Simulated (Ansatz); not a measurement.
**Fields on a plane of TiAl3 (D022 type, space group I4/mmm)**

```
CELL_PARAMETERS angstrom
     -1.92294     1.92294     4.30997
      1.92294    -1.92294     4.30997
      1.92294     1.92294    -4.30997
ATOMIC_POSITIONS crystal
  Al 0.50000 0.50000 0.00000
  Al 0.75000 0.25000 0.50000
  Al 0.25000 0.75000 0.50000
  Ti 0.00000 0.00000 0.00000
```

The slice is a (100) plane (indices of the conventional cell) through the point (0.500, 0.500, 0.000) (fractional), spanned by u = [101] and v = [110] in vectors of this cell: u (3.85 Å) and v (8.62 Å, at 90° to u). It covers one period; positions are fractions (u, v).

Atoms on it: Al at (0.00, 0.00); Al at (0.50, 0.75); Al at (0.50, 0.25); Ti at (0.00, 0.50).

The numbers are results of PBE (plane waves to 420 eV, PAW, scalar-relativistic; Ansatz, a first-principles code), not measurements. k mesh 17×17×17. These are valence fields of a PAW run, semicore shells included where kept as valence: close to a nucleus they are smooth pseudo fields. TiAl3 is run without spin polarisation. TiAl3 was relaxed with its symmetry unable to fall.

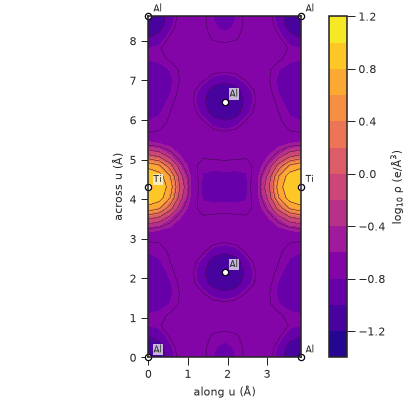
*Log₁₀ of the valence density in e/Å³, one period of the plane, atoms marked. The scale is logarithmic, as a density can span decades between atoms and voids.*

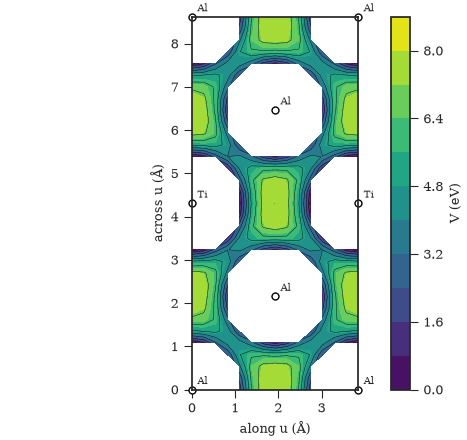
Figure. Electrostatic potential energy of an electron, from the cell's mean, in eV, one period of the plane, atoms marked. Points within 1 Å of a nucleus are left white, as the pseudised field means little there. Values under 0 eV are set to 0. The zero, the cell's mean, hangs on the PAW cores.

Density on the Al–Al line (2.89 Å) at its midpoint: 0.20 e/Å³
ELF at that point: 0.6
ELF maximum in the middle third of the Al–Al line: 0.62, 1.2 Å from Al
